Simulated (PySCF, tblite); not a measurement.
# C₅H₁₁FN₂Si₂: geometry, infrared bands and NMR shifts

Aim: predict the infrared bands and NMR shifts of C₅H₁₁FN₂Si₂ (`Cc1c(F)cnn1[SiH2]C[SiH3]`).

Computed with tblite 0.8.0 and PySCF 2.14.0, with density-fitted response routines of our own, on a single molecule in the gas phase. Atoms count from 0, in the outputs and in this text.

## Step 1: Starting geometry

21 atoms, charge 0, multiplicity 1; geometry from: force field or distance geometry start.

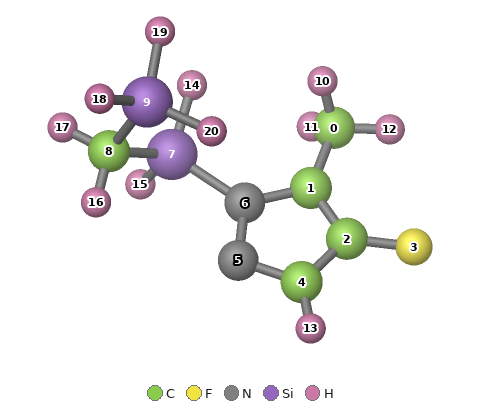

As it starts; carbon green, fluorine yellow, nitrogen grey, silicon purple, hydrogen pink, atoms numbered.

## Step 2: Optimising the geometry with GFN2-xTB

The job: settings as JSON, then the geometry in Å.

```
{"job": {"kind": "relax", "xc": "GFN2-xTB", "basis": "xTB"}, "charge": 0, "multiplicity": 1}
C     -2.065700    -1.323700     0.837900
C     -1.735400    -0.030200     0.174100
C     -2.404900     1.153100     0.179400
F     -3.577700     1.408400     0.776400
C     -1.667900     2.054700    -0.575700
N     -0.555500     1.488400    -1.053600
N     -0.604700     0.221500    -0.579400
Si     0.718800    -0.920500    -0.940700
C      2.389300    -0.136800    -0.898000
Si     2.710100     0.317700     0.860600
H     -1.331000    -1.589300     1.592100
H     -2.148400    -2.133500     0.107200
H     -3.048500    -1.249500     1.354500
H     -1.875800     3.089800    -0.818900
H      0.657500    -2.085400    -0.017400
H      0.486800    -1.496700    -2.289700
H      2.417300     0.751600    -1.543500
H      3.144400    -0.835100    -1.265400
H      4.033800     0.991600     0.968600
H      2.768300    -0.895000     1.714400
H      1.680600     1.235900     1.416700
```

On the command line:

```bash
$ OMP_NUM_THREADS=1 python probes_run.py task.json out
```

This one command runs all jobs of the session in turn.

**Question.** This job is followed by: GFN2-xTB harmonic vibrations, gas phase; GIAO PBE0/pcSseg-1 NMR shielding, non-relativistic, gas phase. What will the session give for the following? strongest single infrared mode (GFN2-xTB); zero-point energy (GFN2-xTB); 13C shifts against TMS (PBE0/pcSseg-1); 1H shifts against TMS (PBE0/pcSseg-1, means over atoms taken as alike); 19F shifts against CFCl3 (PBE0/pcSseg-1); 15N shifts against NH3 (PBE0/pcSseg-1); 29Si shifts against TMS (PBE0/pcSseg-1).

As calculated:

```
                                                              quantity                                 value
                             strongest single infrared mode (GFN2-xTB)                 2234 cm⁻¹, 508 km/mol
                                          zero-point energy (GFN2-xTB)                         91.5 kcal/mol
                                13C shifts against TMS (PBE0/pcSseg-1)  159.1, 136.2, 134.2, 10.7, -10.2 ppm
1H shifts against TMS (PBE0/pcSseg-1, means over atoms taken as alike)      7.69, 5.31, 3.75, 2.43, 0.47 ppm
                              19F shifts against CFCl3 (PBE0/pcSseg-1)                            -193.5 ppm
                                15N shifts against NH3 (PBE0/pcSseg-1)                      336.9, 216.6 ppm
                               29Si shifts against TMS (PBE0/pcSseg-1)                      -31.6, -75.4 ppm
```

**Reading.** Relaxing lowered the energy by 0.321 eV in 115 steps; the close pair that moved most is C8–Si9, from 1.844 to 1.907 Å. The lowest mode is slightly imaginary (17i cm⁻¹), a soft motion within the noise of the Hessian, so the minimum is not strictly shown. The strongest single mode, at 2234 cm⁻¹, moves mainly H15. Unscaled tight-binding wavenumbers are off by several per cent, some by more. Its intensities can rank the bands wrongly. At PBE0/pcSseg-1: The widest tensor belongs to N5: span 503 ppm, with a paramagnetic part of -395 ppm. NICS(1)zz of -27 ppm above the planar ring from C1 marks a diatropic (aromatic) ring current.
